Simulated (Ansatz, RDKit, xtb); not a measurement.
# C4H6BFSi: ranking a sample of isomers, part 2 of 2

A sample of isomers of C4H6BFSi is drawn. Aim: find which of them has the lowest free energy at 298.15 K, then its properties. The sample is small against all isomers, and the most stable one of this formula need not be in it.

xtb, Ansatz and PySCF; isolated molecules.

## (6) The relaxed candidates

```
 label     spin  r2SCAN-D4/def2-SVP (kcal/mol)  B3LYP/def2-SVP, relaxed (kcal/mol)  time
 c726a  singlet                            0.0                                 0.0  26 s
 c332a  singlet                            2.8                                 2.6  27 s
c726at  triplet                           36.2                                26.8  38 s
```

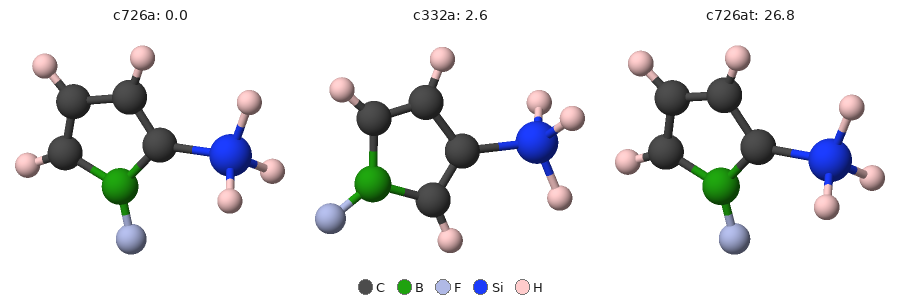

The relaxed structures, with energies at B3LYP/def2-SVP in kcal/mol.

## (7) Vibrations and thermal terms

The lowest few in one piece go on as finalists. In this search the thermal terms come from GFN2-xTB at its own nearest minimum. The first, c726a:

File start.xyz:

```xyz
13
c726a
C      0.209716     0.768764     0.205459
C      0.117896     1.833442    -0.615323
C      0.154406     1.432315    -2.071837
C      0.270930     0.095621    -2.264780
B      0.318430    -0.468297    -0.775340
F      0.428526    -1.740076    -0.429681
Si     0.347699    -0.763164    -3.917997
H      0.203392     0.827158     1.295108
H      0.026132     2.881856    -0.313116
H      0.089215     2.189341    -2.862457
H     -0.775974    -1.736324    -4.069886
H      1.623535    -1.526507    -4.067398
H      0.260467     0.247049    -5.015066
```

Launch:

```
$ xtb start.xyz --gfn 2 --ohess tight
```

Log (excerpt; [...] marks lines left out):

```text
* xtb version 6.7.1
[...]
          :  # basis functions                  40          :
[...]
          :  # electrons                        36          :
[...]
          :  Hamiltonian                  GFN2-xTB          :
[...]
          :  net charge                          0          :
          :  unpaired electrons                  0          :
[...]
   *** convergence criteria satisfied after 14 iterations ***
[...]
   *** GEOMETRY OPTIMIZATION CONVERGED AFTER 6 ITERATIONS ***
[...]
   *** convergence criteria satisfied after 3 iterations ***
[...]
         ::                     SUMMARY                     ::
         :::::::::::::::::::::::::::::::::::::::::::::::::::::
         :: total energy             -19.285574061898 Eh    ::
         :: gradient norm              0.000127872421 Eh/a0 ::
         :: HOMO-LUMO gap              1.918509010773 eV    ::
         ::.................................................::
         :: SCC energy               -19.532492044856 Eh    ::
         :: -> isotropic ES            0.044675606876 Eh    ::
         :: -> anisotropic ES          0.005327342111 Eh    ::
         :: -> anisotropic XC          0.007202725486 Eh    ::
         :: -> dispersion             -0.009298039404 Eh    ::
         :: repulsion energy           0.246917982958 Eh    ::
         :: add. restraining           0.000000000000 Eh    ::
         :: total charge               0.000000000000 e     ::
         :::::::::::::::::::::::::::::::::::::::::::::::::::::
[...]
        18        2.0000           -0.3827677             -10.4156 (HOMO)
        19                         -0.3122639              -8.4971 (LUMO)
[...]
molecular dipole:
                 x           y           z       tot (Debye)
 q only:       -0.030       0.348      -0.277
   full:       -0.049       0.558      -0.028       1.427
molecular quadrupole (traceless):
[...]
          | TOTAL ENERGY              -19.285574061903 Eh   |
          | TOTAL ENTHALPY            -19.193220529892 Eh   |
          | TOTAL FREE ENERGY         -19.235122654301 Eh   |
          | GRADIENT NORM               0.000127817523 Eh/α |
[...]
```

Wall time 0.29 s (2 threads of Intel Xeon 6975P-C (Granite Rapids), shared host).

## (8) Thermal terms of the finalists

As xtb prints them, at 298.15 K, with its own treatment of low modes:

```
 label              SMILES     spin  lowest mode (cm⁻¹)  zero-point (kcal/mol)  G − E (kcal/mol)
 c726a    FB1C=CC=C1[SiH3]  singlet                  61                   52.3              31.7
 c332a  FB1C=CC([SiH3])=C1  singlet                  61                   52.3              31.7
c726at    FB1C=CC=C1[SiH3]  triplet                  18                   51.2              30.5
```

## (9) Energies at the top level

Each finalist gets a single point at CCSD(T)/def2-SVP + MP2/def2-TZVPP - MP2/def2-SVP.

c726a, CCSD(T)/def2-SVP:

File input.yaml:

```yaml
crystal:
  periodic: [false, false, false]
  atoms:
    - {symbol: C, position_ang: [0.209716, 0.768764, 0.205459]}
    - {symbol: C, position_ang: [0.117896, 1.833442, -0.615323]}
    - {symbol: C, position_ang: [0.154406, 1.432315, -2.071837]}
    - {symbol: C, position_ang: [0.270930, 0.095621, -2.264780]}
    - {symbol: B, position_ang: [0.318430, -0.468297, -0.775340]}
    - {symbol: F, position_ang: [0.428526, -1.740076, -0.429681]}
    - {symbol: Si, position_ang: [0.347699, -0.763164, -3.917997]}
    - {symbol: H, position_ang: [0.203392, 0.827158, 1.295108]}
    - {symbol: H, position_ang: [0.026132, 2.881856, -0.313116]}
    - {symbol: H, position_ang: [0.089215, 2.189341, -2.862457]}
    - {symbol: H, position_ang: [-0.775974, -1.736324, -4.069886]}
    - {symbol: H, position_ang: [1.623535, -1.526507, -4.067398]}
    - {symbol: H, position_ang: [0.260467, 0.247049, -5.015066]}
basis:
  gaussian:
    orbitals: def2-SVP
correlation:
  method: ccsd_t
  frozen_orbitals: {Si: 5, H: 0, B: 1, F: 1, C: 1}
```

Launch:

```
$ ansatz run input.yaml --threads 2 --pin off --max-ram 5220MiB --events-out events.jsonl --progress --plain --runs-dir runs
```

Log (excerpt; [...] marks lines left out):

```text
Warning: RAYON_NUM_THREADS=2 ignored (pool sized by the plan → 2); use --threads N
Functional definition: HF
  name "HF"
[...]
1328 factors; integrals over basis functions are off by at most 1.6e-3 eV
[...]
mean field -15449.05750871 eV, -567.7423916978 hartree, gradient 1.7e-6 eV, S^2 0.000000; 0 other end points of the search recorded, 0 dependent functions left out; unrestricted orbitals would lower it
11 core orbitals not correlated: weight in the atoms' cores, before any rotation towards them, 1.000 or more for the frozen orbitals, at most 0.000 for the correlated occupied ones
reference -15449.05750871 eV, -567.7423916978 hartree; 18, 18 occupied and 103, 103 virtual orbitals, 1328 factors
second order -23.67462583 eV of doubles, -0.00000000 eV of singles
cycle   1  -24.38635219 eV  change   -7.1e-1 eV  update   1.2e-1
[...]
cycle  11  -25.26073137 eV  change    4.9e-6 eV  update   2.0e-5
perturbative correction -0.91521450 eV, -0.0336335126 hartree
Total energy: -15475.23345458 eV, -568.7043399659 hartree
```

It took 14 s on 2 threads of Intel Xeon 6975P-C (Granite Rapids), shared host; peak memory 0.96 GiB.

## (10) c726a at MP2/def2-TZVPP

File input.yaml:

```yaml
basis:
  gaussian:
    orbitals: def2-TZVPP
crystal:
  periodic: [false, false, false]
  atoms:
    - symbol: C
      position_ang: [0.209716, 0.768764, 0.205459]
    - symbol: C
      position_ang: [0.117896, 1.833442, -0.615323]
    - symbol: C
      position_ang: [0.154406, 1.432315, -2.071837]
    - symbol: C
      position_ang: [0.270930, 0.095621, -2.264780]
    - symbol: B
      position_ang: [0.318430, -0.468297, -0.775340]
    - symbol: F
      position_ang: [0.428526, -1.740076, -0.429681]
    - symbol: Si
      position_ang: [0.347699, -0.763164, -3.917997]
    - symbol: H
      position_ang: [0.203392, 0.827158, 1.295108]
    - symbol: H
      position_ang: [0.026132, 2.881856, -0.313116]
    - symbol: H
      position_ang: [0.089215, 2.189341, -2.862457]
    - symbol: H
      position_ang: [-0.775974, -1.736324, -4.069886]
    - symbol: H
      position_ang: [1.623535, -1.526507, -4.067398]
    - symbol: H
      position_ang: [0.260467, 0.247049, -5.015066]
correlation:
  method: mp2
  frozen_orbitals: {Si: 5, H: 0, B: 1, F: 1, C: 1}
```

Launch:

```
$ ansatz run input.yaml --threads 2 --pin off --max-ram 5220MiB --events-out events.jsonl --progress --plain --runs-dir runs
```

Log:

```text
Warning: RAYON_NUM_THREADS=2 ignored (pool sized by the plan → 2); use --threads N
Functional definition: HF
  name "HF"
  exchange = exact_x
  correlation = 0
1879 factors; integrals over basis functions are off by at most 1.5e-3 eV
mean field evaluation 1: about -15455.5969 eV, gradient 4.1e1 eV
mean field evaluation 2: about -15455.9241 eV, gradient 4.1e1 eV
mean field evaluation 4: about -15460.4719 eV, gradient 4.5e0 eV
mean field evaluation 8: about -15460.5464 eV, gradient 2.8e-1 eV
mean field -15460.54672519 eV, -568.1646126156 hartree, gradient 2.6e-6 eV, S^2 0.000000; 0 other end points of the search recorded, 0 dependent functions left out; unrestricted orbitals would lower it
mean field evaluation 16: about -15460.6329 eV, gradient 3.6e0 eV
11 core orbitals not correlated: weight in the atoms' cores, before any rotation towards them, 1.000 or more for the frozen orbitals, at most 0.000 for the correlated occupied ones
reference -15460.54672519 eV, -568.1646126156 hartree; 18, 18 occupied and 283, 283 virtual orbitals, 1879 factors
second order -29.42498919 eV of doubles, -0.00000000 eV of singles
Total energy: -15489.97171438 eV, -569.2459610234 hartree
```

Run time: 11 s. Hardware: 2 threads of Intel Xeon 6975P-C (Granite Rapids), shared host; peak memory 1 GiB.

## (11) c332a at CCSD(T)/def2-SVP

File input.yaml:

```yaml
basis:
  gaussian:
    orbitals: def2-SVP
crystal:
  periodic: [false, false, false]
  atoms:
    - {symbol: C, position_ang: [0.154343, 0.657065, 0.131034]}
    - {symbol: C, position_ang: [0.069088, 1.260733, -1.069875]}
    - {symbol: C, position_ang: [0.247444, 0.297436, -2.243026]}
    - {symbol: C, position_ang: [0.453321, -0.963279, -1.791463]}
    - {symbol: B, position_ang: [0.414140, -0.861427, -0.208100]}
    - {symbol: F, position_ang: [0.569255, -1.855850, 0.650293]}
    - {symbol: Si, position_ang: [0.183674, 0.831934, -4.045217]}
    - {symbol: H, position_ang: [0.053496, 1.175867, 1.085789]}
    - {symbol: H, position_ang: [-0.109201, 2.328899, -1.236307]}
    - {symbol: H, position_ang: [1.236784, 1.856344, -4.317807]}
    - {symbol: H, position_ang: [0.397399, -0.352605, -4.922785]}
    - {symbol: H, position_ang: [-1.139776, 1.453535, -4.353162]}
    - {symbol: H, position_ang: [0.608024, -1.826288, -2.443067]}
total_charge: 0
correlation:
  method: ccsd_t
  frozen_orbitals: {Si: 5, H: 0, B: 1, F: 1, C: 1}
```

Launch:

```
$ ansatz run input.yaml --threads 2 --pin off --max-ram 5220MiB --events-out events.jsonl --progress --plain --runs-dir runs
```

Log (excerpt; [...] marks lines left out):

```text
Warning: RAYON_NUM_THREADS=2 ignored (pool sized by the plan → 2); use --threads N
Functional definition: HF
  name "HF"
[...]
1330 factors; integrals over basis functions are off by at most 1.5e-3 eV
[...]
mean field -15448.92113644 eV, -567.7373801092 hartree, gradient 1.8e-6 eV, S^2 0.000000; 0 other end points of the search recorded, 0 dependent functions left out; unrestricted orbitals would lower it
11 core orbitals not correlated: weight in the atoms' cores, before any rotation towards them, 1.000 or more for the frozen orbitals, at most 0.000 for the correlated occupied ones
reference -15448.92113644 eV, -567.7373801092 hartree; 18, 18 occupied and 103, 103 virtual orbitals, 1330 factors
second order -23.69424555 eV of doubles, -0.00000000 eV of singles
cycle   1  -24.40741803 eV  change   -7.1e-1 eV  update   1.2e-1
[...]
cycle  10  -25.28748935 eV  change    2.6e-5 eV  update   4.4e-5
perturbative correction -0.91696407 eV, -0.0336978079 hartree
Total energy: -15475.12558985 eV, -568.7003760102 hartree
```

It took 12 s on 2 threads of Intel Xeon 6975P-C (Granite Rapids), shared host; peak memory 0.96 GiB.

For c726a, c332a the log finds that unrestricted Hartree-Fock orbitals lie lower, a sign to watch the closed-shell reference there.

## (12) Putting it together

Energies in kcal/mol from c726a; G adds the thermal terms to the CCSD(T)/def2-SVP + MP2/def2-TZVPP - MP2/def2-SVP energy. The columns left of the relaxed level are at the tight-binding geometries.

```
 label              SMILES     spin  r2SCAN-D4/def2-SVP  B3LYP/def2-SVP  HF/def2-SVP  MP2/def2-SVP  CCSD(T)/def2-SVP + MP2/def2-TZVPP - MP2/def2-SVP     G  share at equilibrium     T1
 c726a    FB1C=CC=C1[SiH3]  singlet                 0.0             0.0          0.0           0.0                                               0.0   0.0                98.6 %  0.014
 c332a  FB1C=CC([SiH3])=C1  singlet                 2.8             2.6          3.1           2.7                                               2.5   2.5                 1.4 %  0.013
c726at    FB1C=CC=C1[SiH3]  triplet                36.2            26.8         16.2          36.3                                              33.4  32.3               < 0.1 %  0.021
```

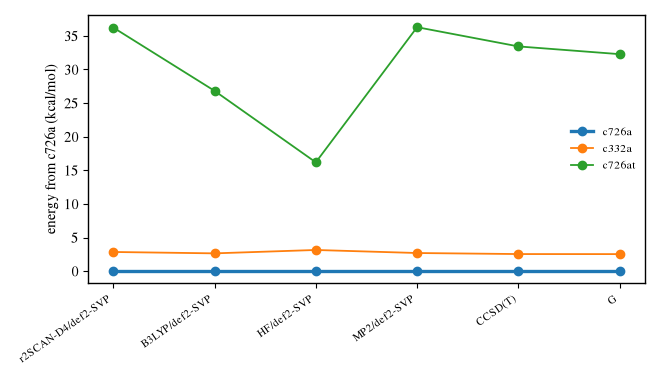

The finalists at each level, measured from c726a.

Lowest found: c726a, `FB1C=CC=C1[SiH3]`, a singlet. Bond lengths: C1–C2 1.347 Å, C2–C3 1.511 Å, C3–C4 1.356 Å, C1–B5 1.582 Å, C4–B5 1.593 Å, B5–F6 1.323 Å, C4–Si7 1.865 Å, C1–H8 1.091 Å, C2–H9 1.095 Å, C3–H10 1.097 Å, Si7–H11 1.494 Å, Si7–H12 1.494 Å, Si7–H13 1.494 Å. Some angles: C1–C2–C3 112.1°, C2–C1–B5 104.2°, C2–C3–C4 113.6°, C3–C4–B5 102.6°, C3–C4–Si7 125.7°, B5–C4–Si7 131.7°, C1–B5–C4 107.5°, C1–B5–F6 126.5°, C4–B5–F6 126.0°, C1–C2–H9 126.5°.

```xyz
13

C     0.2097    0.7688    0.2055
C     0.1179    1.8334   -0.6153
C     0.1544    1.4323   -2.0718
C     0.2709    0.0956   -2.2648
B     0.3184   -0.4683   -0.7753
F     0.4285   -1.7401   -0.4297
Si    0.3477   -0.7632   -3.9180
H     0.2034    0.8272    1.2951
H     0.0261    2.8819   -0.3131
H     0.0892    2.1893   -2.8625
H    -0.7760   -1.7363   -4.0699
H     1.6235   -1.5265   -4.0674
H     0.2605    0.2470   -5.0151
```

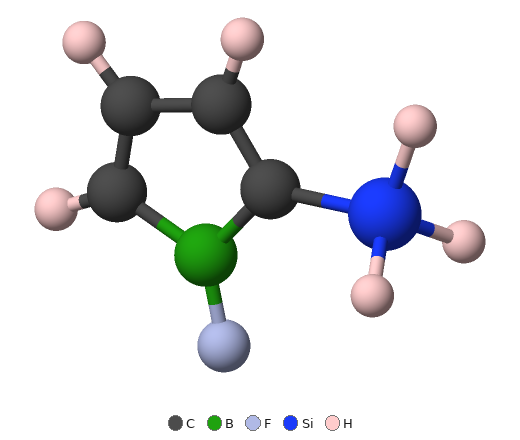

The lowest structure found, seen from a chosen angle (carbon dark grey, boron green, fluorine light blue, silicon blue, hydrogen pink).

## (13) What came out

This closing draws on all 2 parts.

```
                                 quantity                                                                     value
                   lowest structure found                                                 FB1C=CC=C1[SiH3], singlet
                            next finalist                     FB1C=CC([SiH3])=C1, singlet, 2.5 kcal/mol higher in G
share at equilibrium, among the finalists                                                                    98.6 %
                                   funnel  10 starts, 10 minima at GFN2-xTB, 12 screening runs, 3 relaxed, 3 ranked
                     CPU time of all runs                                                                   7.6 min
```

What this shows: The lowest structure found is `FB1C=CC=C1[SiH3]`. The margin, 2.5 kcal/mol, is modest. r2SCAN-D4/def2-SVP, B3LYP/def2-SVP, HF/def2-SVP and MP2/def2-SVP already put its bonding pattern lowest among the structures in one piece. The largest share of the time went into the final energies (51 %). The search is not exhaustive (a finite list of starts, one conformer a finalist), so a lower isomer can't be ruled out. Only 10 drawn patterns were tried, so whole families of isomers are missing, and the result ranks this sample alone. The lowest isomer need not be the one that is made and kept in a bottle, which depends on barriers.
